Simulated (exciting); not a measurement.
# Core excitons at the S L₂,₃ edge of RbLuS2, part 3 of 3

Aim: the S L₂,₃ absorption edge of RbLuS2 with the electron–hole interaction treated explicitly, and what each term of the kernel does.

exciting sodium; X-ray absorption, core-level Bethe-Salpeter equation, exchange and statically screened direct term, Tamm-Dancoff, all-electron LAPW+lo LDA.

So far. Step 6 (Exchange alone): Maxima (height): 11.4 eV (0.77), 12.6 eV (0.70), 15.8 eV (0.89), 16.7 eV (0.91) and 20.1 eV (0.81); 2 lower ones aren't listed. The spectrum differs from the independent-particle run by 4 % r.m.s. The highest maximum lies at 16.7 eV (0.91), against 15.7 eV (0.92). Step 7 (Direct term alone): Maxima (height): 9.0 eV (0.92), 10.1 eV (1.02), 13.0 eV (0.79), 14.3 eV (0.89) and 19.1 eV (0.57); 2 lower ones aren't listed. Against the singlet run the r.m.s. difference is 5 %.

### 9. Coarser mesh

Changed against the first singlet run: k mesh from 2×2×2 to 1×1×1.

Input file input.xml:

```
<input>
  <title>RbLuS2</title>
  <structure speciespath="." autormt="false" epslat="1.0e-5">
    <crystal>
      <basevect>3.7709484810 2.1771581207 14.3858550755</basevect>
      <basevect>-3.7709484810 2.1771581207 14.3858550755</basevect>
      <basevect>0.0000000000 -4.3543162411 14.3858550755</basevect>
    </crystal>
    <species speciesfile="Lu.xml" rmt="2.300">
      <atom coord="0.5000000000 0.5000000000 0.5000000000"/>
    </species>
    <species speciesfile="Rb.xml" rmt="2.464">
      <atom coord="0.0000000000 0.0000000000 0.0000000000"/>
    </species>
    <species speciesfile="S.xml" rmt="2.300">
      <atom coord="0.7697000000 0.7697000000 0.7697000000"/>
      <atom coord="0.2303000000 0.2303000000 0.2303000000"/>
    </species>
  </structure>
  <groundstate do="skip" xctype="LDA_PW" ngridk="3 3 3" rgkmax="7" gmaxvr="14" nempty="8" swidth="0.001" maxscl="100" epsengy="1e-5"/>
  <xs xstype="BSE" ngridk="1 1 1" ngridq="1 1 1" vkloff="0.097 0.273 0.493" rgkmax="7" nempty="50" gqmax="3" lmaxapwwf="5" lmaxemat="3" broad="0.01654" tevout="true">
    <energywindow intv="5.083 6.746" points="452"/>
    <screening screentype="full" nempty="77"/>
    <BSE xas="true" xasspecies="3" xasatom="1" xasedge="L23" bsetype="singlet" nstlxas="1 46"/>
    <qpointset>
      <qpoint>0 0 0</qpoint>
    </qpointset>
    <plan>
      <doonly task="xsgeneigvec"/>
      <doonly task="writepmatxs"/>
      <doonly task="scrgeneigvec"/>
      <doonly task="scrwritepmat"/>
      <doonly task="screen"/>
      <doonly task="scrcoulint"/>
    </plan>
  </xs>
</input>
```

Input file input.xml for the exchange start (cutoff and plan only):

```
  gqmax="2.5"
  <plan>
    <doonly task="exccoulint"/>
  </plan>
```

Input file input.xml for the last start (plan only):

```
  <plan>
    <doonly task="bse"/>
  </plan>
```

Run with:

```bash
$ OMP_NUM_THREADS=4 exciting
$ OMP_NUM_THREADS=4 exciting
$ OMP_NUM_THREADS=4 exciting
```

Numbers of over 12 decimals in the logs are rounded to 6 here.

The log of the run:

```text
| EXCITING SODIUM started for task xsgeneigvec ( 301)                          =
One-shot GS runs for BSE calculations
One-shot GS runs for k+qmt/2 grids
Info(xsgeneigvec): Generating eigenvectors for Q-point      1
Info(xsgeneigvec): Generation of eigenvectors finished
| EXCITING SODIUM started for task writepmatxs ( 320)                          =
Info(writepmatxs): Momentum matrix elements finished
| EXCITING SODIUM started for task scrgeneigvec ( 401)                         =
One-shot GS runs for BSE calculations
One-shot GS runs for k+qmt/2 grids
[...]
Info(setup_bse_block): Setting up RR part of hamiltonian
Info(setup_bse_block): Singlet spin state
Info(bse): Diagonalizing RR Hamiltonian (TDA)
Info(bse): Invoking Lapack routine ZHEEVR
       276 eigen solutions found in the interval:
         i1=       1 i2=     276
Info(bse): Writing excition energies and oscillator strengths to text file.
Info(makespectrum_dist): Making spectrum using formula for coupling with time reversed AR basis.
Info(makespectrum_dist): Using formalism for vanishing momentum transfer.
Info(writederived): Writing quantities derived from the macroscopic dielectric function.
Info(bselauncher): Spectrum finished for iqmt=  1
Info(bselauncher): All done for BSE type singlet
```

Wall time 2.3 min (4 threads of Intel Xeon at 2.50GHz (Skylake/Cascade Lake), shared host).

These settings are cheaper. Against the singlet run the r.m.s. difference is 18 %. The highest maximum lies at 9.4 eV (1.05), against 10.1 eV (1.00). The first bright state moves from -0.98 to -1.09 eV. The lowest bare transition of this run lies at 0.95 eV, against 0.19. A coarse mesh samples few band energies, and it inflates the long-range part of the attraction.

```
E (eV)  first run  this run
  -3.0       0.02      0.02
  -2.0       0.04      0.05
  -1.0       0.12      0.15
   0.0       0.20      0.21
   1.0       0.34      0.33
   2.0       0.45      0.41
   3.0       0.37      0.32
   4.0       0.34      0.33
   5.0       0.39      0.40
   6.0       0.44      0.39
   7.0       0.50      0.49
   8.0       0.58      0.65
   9.0       0.86      0.97
  10.0       0.98      0.83
  11.0       0.80      0.80
  12.0       0.67      0.81
  13.0       0.78      0.94
  14.0       0.84      0.89
  15.0       0.84      0.85
  16.0       0.70      0.50
  17.0       0.60      0.71
  18.0       0.54      0.71
  19.0       0.60      0.60
  20.0       0.59      0.44
  21.0       0.56      0.41
```

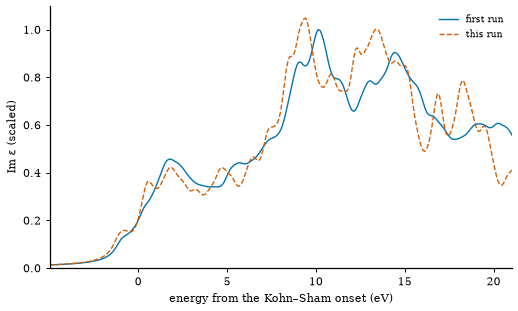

This run beside the first singlet run.

### 10. From independent particles to the full kernel

```csv
level,curve passes 0.15 (eV),highest maximum (eV),its height
IP,2.2,15.7,0.92
RPA,2.3,16.7,0.91
direct only,-0.6,10.1,1.02
singlet,-0.4,10.1,1.00
```

```csv
E (eV),IP,RPA,direct only,singlet
-3.0,0.01,0.01,0.02,0.02
-2.0,0.01,0.01,0.04,0.04
-1.0,0.02,0.02,0.13,0.12
0.0,0.04,0.04,0.22,0.20
1.0,0.08,0.08,0.37,0.34
2.0,0.14,0.13,0.48,0.45
3.0,0.21,0.19,0.39,0.37
4.0,0.28,0.27,0.36,0.34
5.0,0.30,0.28,0.41,0.39
6.0,0.30,0.29,0.47,0.44
7.0,0.28,0.26,0.54,0.50
8.0,0.31,0.29,0.62,0.58
9.0,0.33,0.31,0.91,0.86
10.0,0.45,0.41,1.01,0.98
11.0,0.68,0.62,0.80,0.80
12.0,0.73,0.69,0.66,0.67
13.0,0.68,0.66,0.79,0.78
14.0,0.67,0.64,0.83,0.84
15.0,0.75,0.72,0.81,0.84
16.0,0.90,0.88,0.67,0.70
17.0,0.88,0.88,0.57,0.60
18.0,0.78,0.80,0.52,0.54
19.0,0.73,0.74,0.57,0.60
20.0,0.79,0.81,0.56,0.59
21.0,0.80,0.82,0.52,0.56
```

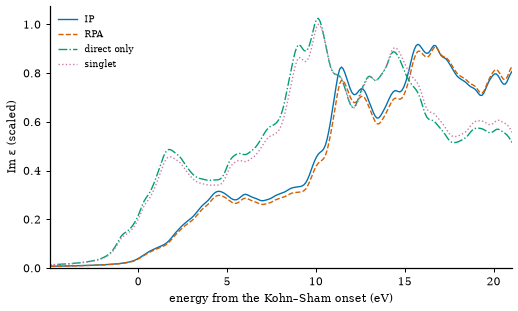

The spectrum at each level.

### 11. What came out

| Item | Value |
| --- | --- |
| absorber and edge | S L₂,₃, atom 3 |
| surroundings | 3 Lu at 2.72 Å and 3 Rb at 3.29 Å (distorted octahedral, site symmetry 3m) |
| first bright state | -0.98 eV from the Kohn–Sham onset, on this mesh |
| highest maximum | 10.1 eV |
| cost of the BSE run | 13 min on 4 MPI ranks of Intel Xeon at 2.50GHz (Skylake/Cascade Lake), shared host; the last task ran on as many threads |

**Reading.** Is a core exciton bound? Yes on this mesh: the first bright state (over 5 % of the brightest) lies at -0.98 eV from the Kohn–Sham onset and at -1.17 eV from the lowest bare transition of its own mesh. Changing the half width (eV) from 0.45 to 1.35 alters the spectrum by 12 % r.m.s. Exchange alone changes the independent-particle spectrum by 4 % r.m.s. Leaving exchange out of the full kernel changes the spectrum by 5 % r.m.s. A mesh of 8 points doesn't converge binding energies, and fine structure above the first lines is partly noise of the mesh. Exchange and the short-range direct term aren't converged in the kernel cutoff. The zero comes from the unshifted 3×3×3 ground-state mesh; it is exact only where the band minimum lies on that mesh. The conduction states carry no spin here, so the exchange coupling to the spinor core hole is only partly held. The Kohn–Sham onset, 150 eV, is no photon energy (tabulated edge of the element: 162.5 eV): the scale needs a rigid shift. Bands and screening come from semilocal DFT, whose small gap overscreens. Vibrations and energy-dependent lifetimes are left out. The structure is a published determination, not relaxed.

[Banner, clock and machine lines of the logs are left out without a mark of their own.]

[Logs are printed without paths, hosts, clocks, repeated set-up lines and the standing remarks that a program may print on its own settings, such as how far it seeks lower states.]

[Hosts, paths, dates, database ids (printed as entryN), source tags and the programs' standing remarks are cut or masked in the printed files.]
